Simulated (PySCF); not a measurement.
Bi(H)2(Br), SMILES [Br][BiH2] (H₂BiBr), singlet at its PBE0/def2-SVP optimised geometry (Å):

```
4

Bi    -0.9004    -0.9004     0.0000
H      0.9004    -0.9004     0.0000
H     -0.8789     0.9004     0.0000
Br    -1.0870    -1.0853    -2.6155
```

Level of theory: PySCF with PBE0/def2-TZVP, def2 effective core potentials past Kr. The core electrons that the potentials of Bi replace are not part of the density. Cells within 0.4 Å of a nucleus heavier than hydrogen are left out (blank, or x).

Map of the deformation density (molecule minus spherical neutral atoms) (e/bohr³) on the plane z = 0.0 Å:

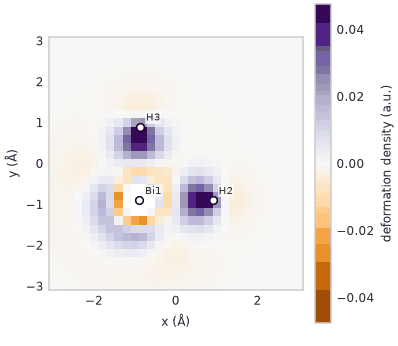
Figure: Deformation density (molecule minus spherical neutral atoms) (e/bohr³) on the plane z = 0.0 Å.
